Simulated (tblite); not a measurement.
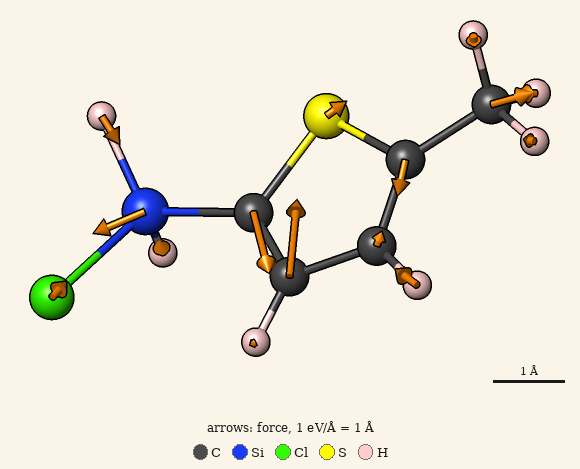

Starting geometry of C₅H₇ClSSi with the computed forces as orange arrows. The picture is a ball-and-stick view, seen at a tilt.

Method: GFN2-xTB geometry optimisation, gas phase in tblite. 

Is this structure relaxed? If not, where do the atoms go?

It isn't relaxed: the largest force vector, on a C atom, is 1.38 eV/Å. The final displacements have little in common with the starting forces (cosine between the two patterns 0.12). The largest move after the best rigid fit is that of the Cl atom, 0.61 Å. Largest moves by element: Cl 0.61 Å, H 0.44 Å, C 0.19 Å, S 0.15 Å, Si 0.07 Å. Near-neighbour distances that change, for instance: Cl–Si 2.054 → 2.015 Å, C–C 1.396 → 1.365 Å, H–Si 1.488 → 1.462 Å, C–S 1.718 → 1.741 Å. Bond angles that change, for instance: Si–C–S 115.6° → 119.9°, C–C–Si 133.4° → 130.0°, C–Si–Cl 104.4° → 107.3°. Groups turn about C–Si by about 25°. The energy falls by 2.50 kcal/mol in 78 geometry steps.
